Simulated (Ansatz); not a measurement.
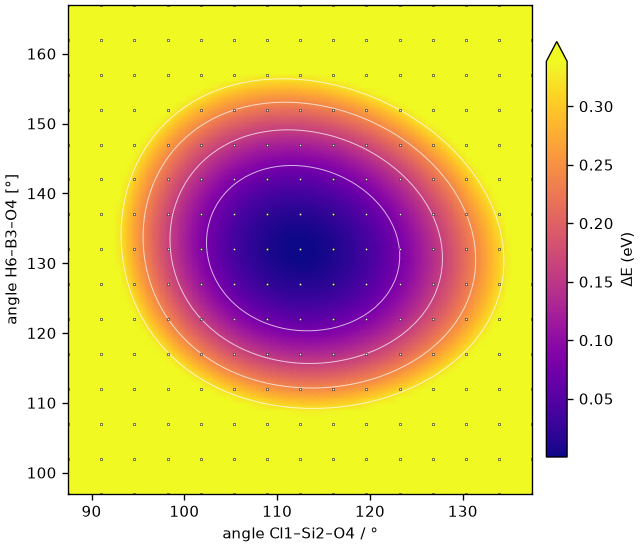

BClH₂OSi, SMILES Cl[SiH]1BO1. The first coordinate is: angle Cl1–Si2–O4; the second: angle H6–B3–O4. Nothing is relaxed (all other coordinates rigid). The grid has 15 × 15 points. Energies are in eV, from the lowest grid point. These are results of RKS wB97X-V/def2-SVP (Ansatz), not measurements.

In the figure: a smooth colour map with a few white contour lines, dots at the grid points, one colour for all values above the top of the scale. Between grid points the surface is interpolated.

Q: Estimate the position of the minimum and the force constants in these coordinates.

A: The interpolated minimum is at angle Cl1–Si2–O4 ≈ 112.5°, angle H6–B3–O4 ≈ 132.0°. The curvatures there are about 4.8 eV/rad² and 3.8 eV/rad², with a cross term of about 0.3 eV/rad². Round the minimum the two coordinates are weakly coupled (coupling 0.08 in units of the two stiffnesses).
